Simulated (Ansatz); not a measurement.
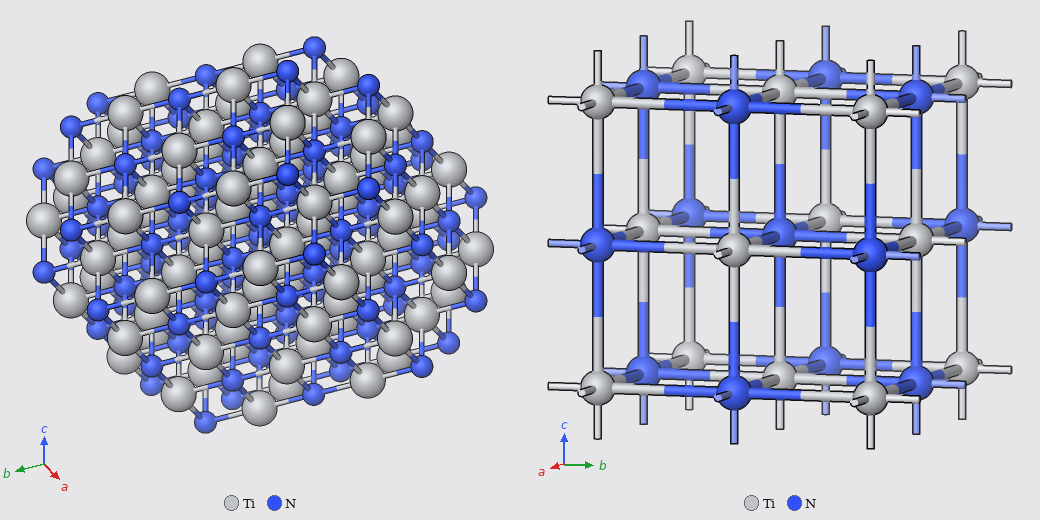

Left: the structure. Right: its underlying net. Nodes are coloured by element. Short stubs are edges that leave the cut-out.

System TiN (space group Fm-3m, No. 225); source of the atomic positions: coordinates from a relaxation with DFT, PBE, PAW with Ansatz's default frozen-core files, scalar-relativistic (Ansatz); the starting structure was generated, so it need not be a known form of this composition.

Bonds are taken as N–Ti below 2.4 Å. Atoms with one bond or none are removed and atoms with two bonds are replaced by edges, until no such atom is left.

The result is a uninodal 6-connected, three-periodic net: Ti and N are 6-connected nodes. It is the pcu net, known from NaCl, ReO3 and the B-X framework of perovskite. It is a single net, without interpenetration.

| node | links | point symbol | coordination sequence |
| --- | --- | --- | --- |
| Ti and N | 6 | 4^12.6^3 | 6 18 38 66 102 146 198 258 326 402 |
